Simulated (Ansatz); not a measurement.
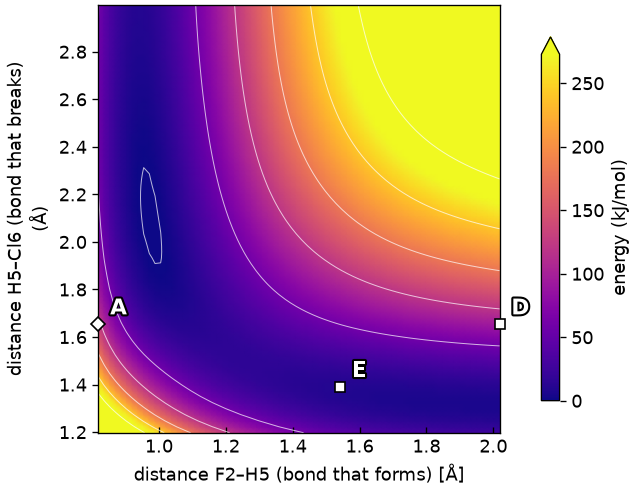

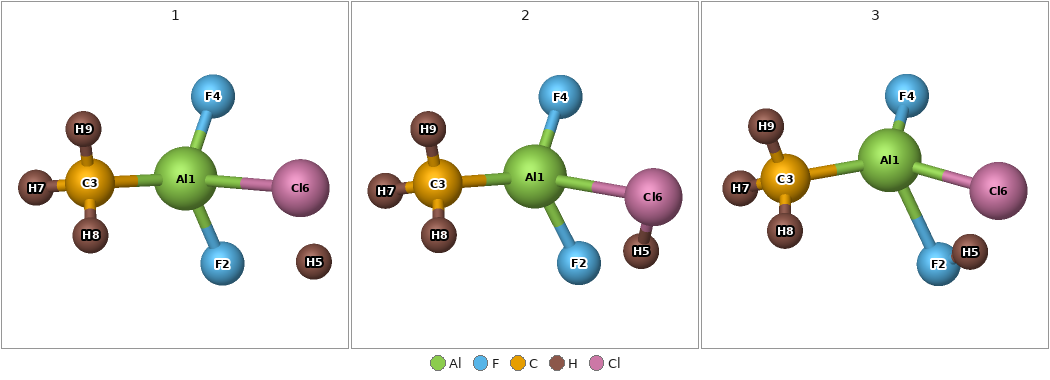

The reacting system CH4AlClF2. Coordinates scanned: (1) distance F2–H5 (bond that forms); (2) distance H5–Cl6 (bond that breaks). Relaxed at each point: all other coordinates. The grid has 7 × 7 points. Points are written as (first, second). Energies are in kJ/mol, from the lowest grid point. The reference is spin-restricted, so regions where a bond is pulled apart into radicals lie too high. Computed with RKS B3LYP-D4/def2-SVP (Ansatz 0.2.0).

Drawn: a smooth colour map with a few white contour lines, one colour for all values above the top of the scale, lettered points. Between grid points the surface is interpolated. The numbered pictures are the structures at these points, in random order.

> Which structure belongs to which point?

A is structure 3: (0.819 Å, 1.653 Å), 130 kJ/mol; D is structure 1: (2.019 Å, 1.653 Å), 95 kJ/mol; E is structure 2: (1.542 Å, 1.389 Å), 10 kJ/mol.
